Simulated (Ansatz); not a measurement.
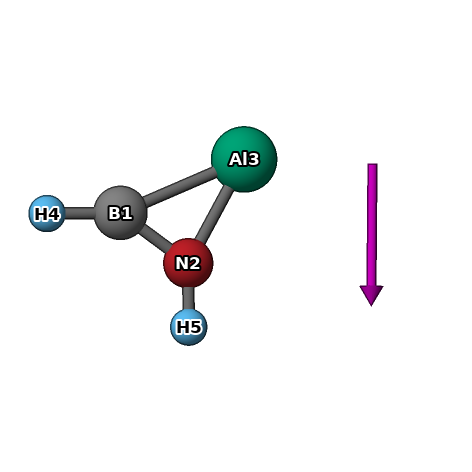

The arrow beside the molecule shows the direction of the dipole moment, from the negative to the positive end (its length means nothing). State: neutral, doublet. The computed structure is the end point of a PBE-D4/def2-SVP optimisation. No frequency run is at hand to confirm it as a minimum. Properties computed with UKS PBE-D4/def2-SVP (Ansatz 0.2.0).

**How large is the dipole moment?**

1.79 D; it points from the side of Al3 to the side of H5 (the outermost atoms at the two ends).
